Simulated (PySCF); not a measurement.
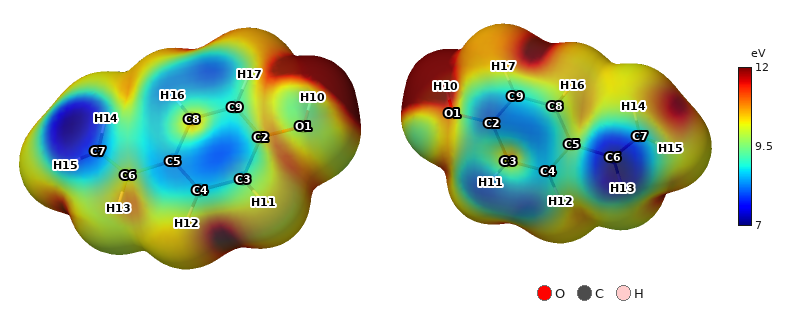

*C$_{8}$H$_{8}$O, SMILES `Oc1ccc(C=C)cc1`. Average local ionisation energy on the surface of electron density 0.001 a.u. (back view left, front view right).*

Computed with PySCF, BP86/cc-pVDZ, geometry: GFN2-xTB. No frequency check shows the geometry to be a minimum.

Input script:

```python
import numpy as np
from pyscf import gto, scf, dft
from pyscf.scf import atom_ks, atom_hf
from scipy.linalg import block_diag

def solve(mol, dm0=None, hcore=None):
    mf = (dft.UKS if mol.spin else dft.RKS)(mol, xc='bp86')
    mf.grids.level = 3
    mf = mf.density_fit(auxbasis='def2-universal-jkfit')
    mf.conv_tol, mf.max_cycle = 1e-8, 80
    if hcore is not None:
        mf.get_hcore = lambda *args: hcore
    mf.kernel(dm0)
    if not mf.converged:
        mf = mf.newton().run(mf.mo_coeff, mf.mo_occ, max_cycle=30)
    assert mf.converged, 'SCF not converged'
    return mf

mol = gto.M(atom='''
O     -3.15444     0.17352     0.00210
C     -1.79828     0.07029     0.00092
C     -1.22966    -1.20002     0.00249
C      0.14109    -1.33879     0.00021
C      0.98897    -0.22797    -0.00277
C      2.43013    -0.43899    -0.00501
C      3.37464     0.49455     0.00714
C      0.40240     1.03745    -0.00435
C     -0.96939     1.18689    -0.00246
H     -3.41175     1.10341     0.00150
H     -1.88052    -2.05993     0.00546
H      0.57037    -2.33056     0.00213
H      2.72783    -1.48087    -0.01739
H      3.15535     1.54839     0.02137
H      4.41884     0.23283     0.00451
H      1.02218     1.92034    -0.00803
H     -1.40619     2.17777    -0.00330
''', basis='cc-pvdz', charge=0, spin=0, verbose=4)
mf = solve(mol)
mf.analyze()
# spherically averaged free atoms, for the promolecule
atm = atom_ks.get_atm_nrks(mol, xc='bp86')
pro = block_diag(*[(atm[a[0]][2] * atm[a[0]][3]) @ atm[a[0]][2].T for a in mol._atom])
np.savez('result.npz', e=mf.e_tot, c=mf.mo_coeff, occ=mf.mo_occ, eps=mf.mo_energy, pro=pro, dip=mf.dip_moment(verbose=0), s2=mf.spin_square()[0])
```

Run with:

```sh
OMP_NUM_THREADS=1 python input.py
```

The run took 51 s on 1 thread of Arm Neoverse V1, on a shared host, peak memory 0.63 GiB.

Partitions, critical points and surface values were worked out afterwards from this run's density.

**Locate the minima of the map.**

The lowest value is 7.1 eV, over C7, off the plane of its three bonds (2.0 Å), and at like points elsewhere. Further minima include 8.0 eV, over C3, off the plane of its three bonds (2.0 Å), and at like points elsewhere. For comparison, the highest occupied orbital lies at −5.1 eV.
